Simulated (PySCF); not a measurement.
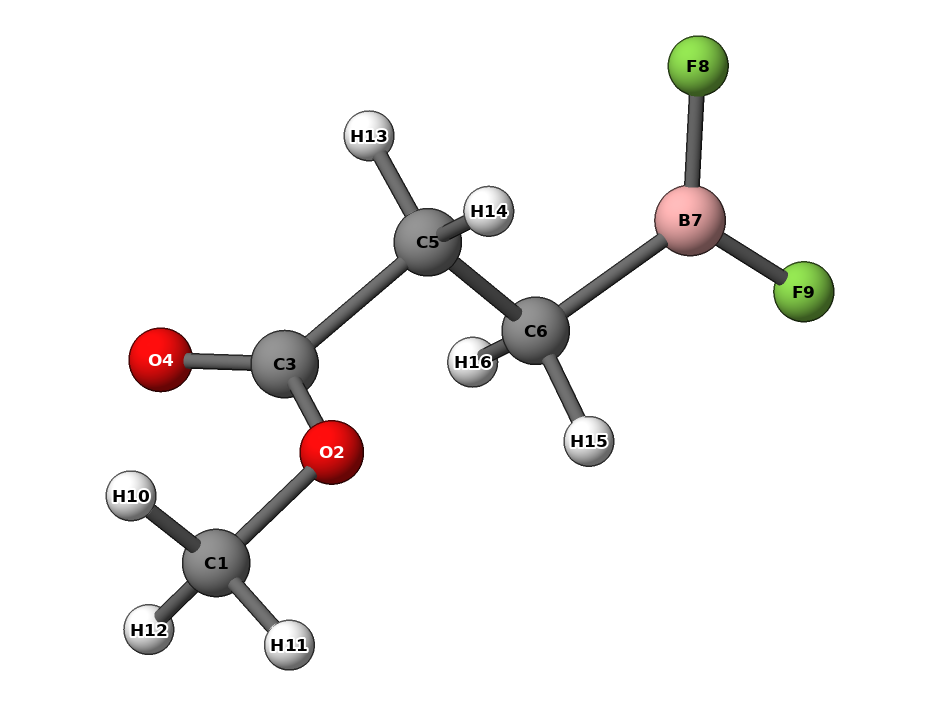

The questions are on Mulliken spin populations. Charge +1, doublet. The computed structure is the end point of a GFN2-xTB optimisation. No frequency run is at hand to confirm it as a minimum. Level of theory: UKS B3LYP, pcH-1 on B C F H O, non-relativistic (PySCF 2.14.0).

Give the Mulliken spin populations atom by atom.

```json
{"atom": "C1", "value (e)": "0.02"}
{"atom": "O2", "value (e)": "0.03"}
{"atom": "C3", "value (e)": "0.01"}
{"atom": "O4", "value (e)": "0.55"}
{"atom": "C5", "value (e)": "0.15"}
{"atom": "C6", "value (e)": "0.09"}
{"atom": "B7", "value (e)": "0.07"}
{"atom": "F8", "value (e)": "0.01"}
{"atom": "F9", "value (e)": "0.02"}
{"atom": "H10", "value (e)": "0.00"}
{"atom": "H11", "value (e)": "0.00"}
{"atom": "H12", "value (e)": "0.00"}
{"atom": "H13", "value (e)": "0.00"}
{"atom": "H14", "value (e)": "0.03"}
{"atom": "H15", "value (e)": "0.00"}
{"atom": "H16", "value (e)": "0.01"}
```

Mulliken values depend strongly on the basis set. The geometry is semi-empirical. Around B such bond lengths and angles can be off by a tenth of an ångström or more and by several degrees, and values that hang on the shape move with them.
